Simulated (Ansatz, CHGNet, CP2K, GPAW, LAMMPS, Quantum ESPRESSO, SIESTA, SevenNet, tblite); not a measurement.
# Running glassy 53P2O5-24SrO-24Li2O (mol %) (83 atoms) with CP2K, part 2 of 2

Wanted: CP2K inputs and outputs for glassy 53P2O5-24SrO-24Li2O (mol %) (83 atoms), checked against a plane-wave reference.

Program: CP2K 2026.2; the method stands at each step. Banners, paths, timers and routine set-up lines are dropped from the logs unmarked, and long logs keep their key lines alone; longer cuts are marked.

So far. Step 2 (PBE, DZVP-UZH, 800/50 Ry, OT DIIS): Forces lie 6.1 % from the reference's, at 10 times its CPU time. Step 3 (PBE, DZVP-MOLOPT-SR, 800/50 Ry, OT DIIS): Against the first run (6.1 %), the force difference from the reference is 9.1 %, at 0.94 times the CPU time, with 1027 basis functions against 1027; this set comes with other potentials too, so the change isn't the basis's alone.

## (4) PBE, DZVP-MOLOPT-SR, 800/50 Ry, TC2 filter 1e-03, SCF 1e-04

Method: Kohn-Sham DFT, PBE, GTH-PBE pseudopotentials, Gaussian and plane waves, DZVP-MOLOPT-SR-GTH, linear-scaling purification of the density matrix.

input.inp reads:

```
&GLOBAL
  PROJECT cell
  RUN_TYPE ENERGY_FORCE
  PRINT_LEVEL LOW
&END GLOBAL
&FORCE_EVAL
  METHOD QS
  STRESS_TENSOR ANALYTICAL
  &DFT
    BASIS_SET_FILE_NAME BASIS_MOLOPT
    POTENTIAL_FILE_NAME GTH_POTENTIALS
    &MGRID
      CUTOFF 800
      REL_CUTOFF 50
      NGRIDS 5
    &END MGRID
    &QS
      EPS_DEFAULT 1.0E-10
      LS_SCF T
    &END QS
    &LS_SCF
      PURIFICATION_METHOD TC2
      EPS_FILTER 1.0E-03
      EPS_SCF 1.0E-04
      MAX_SCF 60
      S_PRECONDITIONER ATOMIC
      MIXING_FRACTION 0.45
      REPORT_ALL_SPARSITIES F
    &END LS_SCF
    &XC
      &XC_FUNCTIONAL PBE
      &END XC_FUNCTIONAL
    &END XC
    &PRINT
      &MULLIKEN ON
      &END MULLIKEN
    &END PRINT
  &END DFT
  &SUBSYS
    &CELL
      A 10.37499 0.00000 0.00000
      B 0.00000 10.37499 0.00000
      C 0.00000 0.00000 10.37499
    &END CELL
    &TOPOLOGY
      COORD_FILE_NAME structure.xyz
      COORD_FILE_FORMAT XYZ
    &END TOPOLOGY
    &KIND P
      BASIS_SET DZVP-MOLOPT-SR-GTH-q5
      POTENTIAL GTH-PBE-q5
    &END KIND
    &KIND Sr
      BASIS_SET DZVP-MOLOPT-SR-GTH-q10
      POTENTIAL GTH-PBE-q10
    &END KIND
    &KIND Li
      BASIS_SET DZVP-MOLOPT-SR-GTH-q3
      POTENTIAL GTH-PBE-q3
    &END KIND
    &KIND O
      BASIS_SET DZVP-MOLOPT-SR-GTH-q6
      POTENTIAL GTH-PBE-q6
    &END KIND
  &END SUBSYS
  &PRINT
    &FORCES ON
    &END FORCES
    &STRESS_TENSOR ON
    &END STRESS_TENSOR
  &END PRINT
&END FORCE_EVAL
```

structure.xyz reads:

```xyz
83

P 7.11154 9.11474 0.64076
P 2.47568 3.37851 7.41086
P 3.40393 7.65218 3.27445
P 0.78549 9.29412 7.49303
P 4.62735 5.02450 6.35323
P 7.48203 0.97764 6.99171
P 5.62231 6.47306 1.43445
P 7.87586 2.49021 2.79658
P 1.90298 3.56288 2.57870
P 4.60079 0.56865 0.55579
P 3.07318 8.64486 9.44010
P 8.41017 8.09073 4.93694
P 9.77812 0.23738 3.78656
P 9.61606 5.57469 8.70389
P 0.90522 8.80266 1.75213
P 10.32239 1.87082 7.62178
P 5.17349 7.90325 7.32941
P 8.23048 8.33879 8.11542
Sr 9.29858 5.53547 2.22855
Sr 6.82446 3.64702 9.60745
[... 59 atom lines left out ...]
O 6.28704 7.80376 0.89339
O 5.99726 10.20671 0.53327
O 8.15920 3.61828 3.75813
O 4.79906 6.54849 6.67994
```

Launch:

```sh
> OMP_NUM_THREADS=1 mpirun -np 4 cp2k.psmp -i input.inp > output.txt
```

Numbers of over 12 decimals in the logs are rounded to 6 here.

The program printed:

```text
CP2K| version string:                                       CP2K version 2026.2
 CP2K| Input file name                                                 input.inp
 GLOBAL| Basis set file name                                        BASIS_MOLOPT
 GLOBAL| Potential file name                                      GTH_POTENTIALS
 GLOBAL| Run type                                                   ENERGY_FORCE
 GLOBAL| Total number of message passing processes                             4
 GLOBAL| Number of threads for this process                                    1
 TOTAL NUMBERS AND MAXIMUM NUMBERS
  Total number of            - Atomic kinds:                                   4
                             - Atoms:                                         83
[... lines left out ...]
 Re-scaling the density matrix to get the right number of electrons
[... lines left out ...]
 SCF run converged in     5 steps.
 !-----------------------------------------------------------------------------!
                     Mulliken Population Analysis
 #  Atom  Element  Kind  Atomic population                           Net charge
       1     P        1          4.258676                              0.741324
       2     P        1          4.292349                              0.707651
       3     P        1          4.251382                              0.748618
[...]
82     O        4          6.594172                             -0.594172
      83     O        4          6.238121                             -0.238121
 # Total charge                            471.977532                  0.022468
 !-----------------------------------------------------------------------------!
 ENERGY| Total FORCE_EVAL ( QS ) energy [hartree]          -1153.503502
 FORCES| Atomic forces [hartree/bohr]
 FORCES|   Atom     x               y               z               |f|
 FORCES|      1 -3.25363949E-03 -1.45516018E-02  9.15696964E-03   1.74981536E-02
 FORCES|      2  4.95300008E-02 -3.43719050E-02  4.88041052E-02   7.75660333E-02
 FORCES|      3 -3.78631968E-03  7.17951907E-03  3.04384540E-02   3.15020823E-02
[...]
FORCES|     82  1.01340821E-02  3.16124005E-02  2.18594746E-02   3.97477058E-02
 FORCES|     83 -1.63222231E-02  1.18408600E-02 -1.61163473E-02   2.58139029E-02
 FORCES| Sum     1.94568225E-03  2.19483160E-03 -1.00312325E-03
 FORCES| Total atomic force                                       3.09987442E-03
 STRESS| Analytical stress tensor [bar]
 STRESS|                        x                   y                   z
 STRESS|      x        2.31317076276E+04  -2.43595122518E+03   4.57002470143E+03
 STRESS|      y       -2.43595122518E+03   9.47128797493E+03   4.65818049085E+03
 STRESS|      z        4.57002470143E+03   4.65818049085E+03   2.50363385631E+04
 STRESS| 1/3 Trace                                             1.92131113886E+04
```

The job ended after 34 s (4 MPI ranks of Arm Neoverse V1, shared host; peak memory 3.5 GiB).

Against the reference:

| Quantity | Value |
| --- | --- |
| r.m.s. force component | 1.186 eV/Å |
| r.m.s. difference of force components | 344.6 meV/Å |
| longest difference of force vectors | 2140 meV/Å |
| force difference over r.m.s. force | 28.11 % |
| slope of forces against the reference's | 0.9281 |
| correlation of force components | 0.9597 |
| pressure | 1.921 GPa |
| pressure difference | -0.2029 GPa |
| energy less the same-level run's | 7.362 meV/atom |
| r.m.s. force difference from the same-level run | 398.2 meV/Å |

This is a coarse setting, run to see what it loses.

Against the first run (6.1 %), the force difference from the reference is 28 %, at 0.22 times the CPU time (5 SCF steps against 35).

The difference per atom is largest on P (1.0 eV/Å on average, against 0.33 on O).

## (5) All runs compared

Differences are against the plane-wave reference, forces as r.m.s. over components; share is that over the reference's r.m.s. force, slope the least-squares factor from reference forces to these. Total energies of different programs have different zeros and aren't compared.

```
                                                                      run  Δ force, r.m.s. (meV/Å)  share (%)  slope  Δ pressure (GPa)  Δ gap (eV)  cores  CPU time  memory (GiB)
                                                                reference                        -          -      -                 -           -      4      59 s           1.4
                                   CP2K PBE, DZVP-UZH, 800/50 Ry, OT DIIS                     74.2       6.05  1.038             0.959      -0.292      4    10 min           3.5
                             CP2K PBE, DZVP-MOLOPT-SR, 800/50 Ry, OT DIIS                      112       9.11  1.075              1.02      -0.369      4   9.7 min           3.6
CP2K PBE, DZVP-MOLOPT-SR, 800/50 Ry, TC2 filter 1e-03, SCF 1e-04 (coarse)                      345       28.1  0.928            -0.203           -      4   2.3 min           3.5
```

Rows marked coarse were listed beforehand as settings not expected to be converged; some can still land near the reference.

CPU time is summed over cores on a shared host, where runs went side by side, so it is rough. Symmetry, cutoffs, thresholds, outputs and thread counts weren't matched or tuned between programs; memory under MPI is the largest rank's times the ranks.

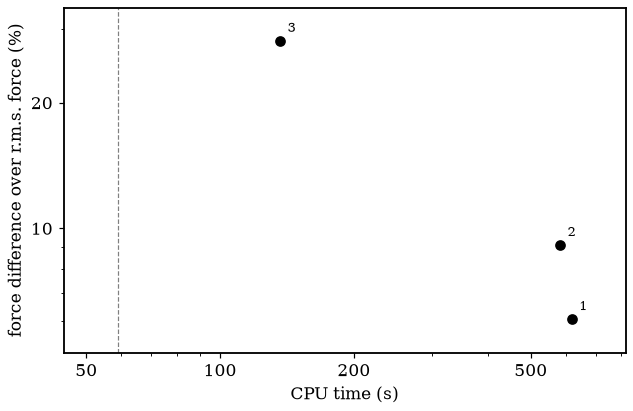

Force difference against CPU time; the dashed line marks the reference's time. Points: 1 CP2K PBE, DZVP-UZH, 800/50 Ry, OT DIIS; 2 CP2K PBE, DZVP-MOLOPT-SR, 800/50 Ry, OT DIIS; 3 CP2K PBE, DZVP-MOLOPT-SR, 800/50 Ry, TC2 filter 1e-03, SCF 1e-04.

Mean charges by element (e), by run and scheme:

```
                                         run     scheme      P     Sr     Li      O
                                   reference     Löwdin  +2.21  +1.78  +0.76  -0.85
      CP2K PBE, DZVP-UZH, 800/50 Ry, OT DIIS   Mulliken  +1.15  +1.49  +0.70  -0.61
      CP2K PBE, DZVP-UZH, 800/50 Ry, OT DIIS  Hirshfeld  +0.53  +0.59  +0.22  -0.26
CP2K PBE, DZVP-MOLOPT-SR, 800/50 Ry, OT DIIS   Mulliken  +0.73  +1.28  +0.63  -0.44
CP2K PBE, DZVP-MOLOPT-SR, 800/50 Ry, OT DIIS  Hirshfeld  +0.54  +0.61  +0.23  -0.26
```

The reference's Löwdin charges lack the electrons that the projection spills, 0.096 e an atom on average.

Within one program, basis, potentials and functional, energies share a zero. Each run against its twin at the usual cutoff or grid and solver:

```
                                                             run                                twin  Δ energy (meV/atom)  Δ force, r.m.s. (meV/Å)  CPU time over the twin's
CP2K PBE, DZVP-MOLOPT-SR, 800/50 Ry, TC2 filter 1e-03, SCF 1e-04  DZVP-MOLOPT-SR, 800/50 Ry, OT DIIS                 7.36                      398                      0.23
```

## (6) Results

* nearest in forces: CP2K PBE, DZVP-UZH, 800/50 Ry, OT DIIS, 6.1 %
* its CPU time: 10 min

In words: The PBE runs in local orbitals, coarse settings apart, differ by 6.1 % (CP2K PBE, DZVP-UZH, 800/50 Ry, OT DIIS) to 9.1 % (CP2K PBE, DZVP-MOLOPT-SR, 800/50 Ry, OT DIIS); basis, grid and potentials can all enter. Runs with settings chosen to be coarse differ by 28 % (CP2K PBE, DZVP-MOLOPT-SR, 800/50 Ry, TC2 filter 1e-03, SCF 1e-04), their programs' other errors included. None of the electronic-structure runs in the table takes under half the reference's CPU time of 59 s; they take 2.3 to 10 times as much. At the same functional, gaps differ from the reference's 2.26 eV by between -0.37 and -0.29 eV. Charges hang on scheme and program or settings: among these rows the mean for P runs from +0.53 to +2.21 e. The quench rate of 20 K/ps is many orders above laboratory rates, so the cell is likely richer in defects and strain than a real sample. The network of bonds at the start is that of the classical potential that made the cell, and needn't be the one that DFT or experiment would give. The reference's pressure of 2.1 GPa belongs to a cell and atoms that aren't relaxed at this level. The electronic-structure runs sample only Γ, in a cell whose shortest periodic width is 10 Å.

[Also dropped from logs without a mark: logging warnings of Python, and SIESTA's first energy breakdown and zero terms.]

[Logs are printed without paths, hosts, clocks, repeated set-up lines and the standing remarks that a program may print on its own settings, such as how far it seeks lower states.]

[Hosts, paths, dates, database ids (printed as entryN), source tags and the programs' standing remarks are cut or masked in the printed files.]
